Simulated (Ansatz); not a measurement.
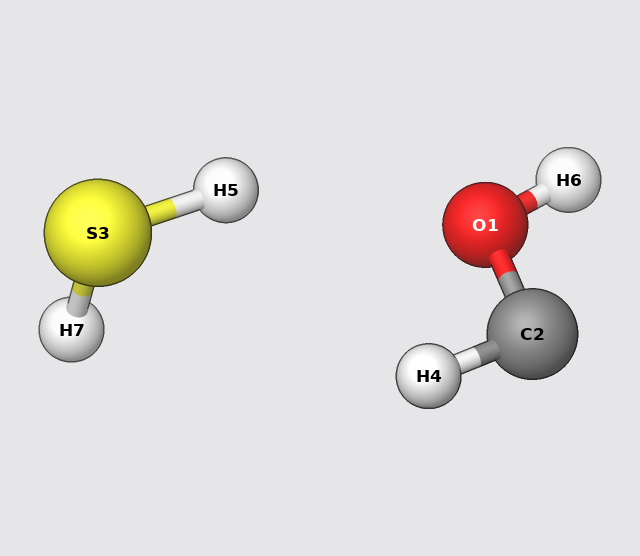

The computed structure is the end point of a PBE0-D4/def2-TZVP optimisation. No frequency run is at hand to confirm it as a minimum.

**How are the neighbours of atom 1 arranged?**

O1 has 2 neighbours (C2 at 1.30, H6 at 0.97 Å); the arrangement is bent.

**What is the geometry at S3?**

S3 has 2 neighbours (H5 at 1.34, H7 at 1.34 Å); the arrangement is bent.

**How are the neighbours of atom 2 arranged?**

C2 has 2 neighbours (O1 at 1.30, H4 at 1.11 Å); the arrangement is bent.
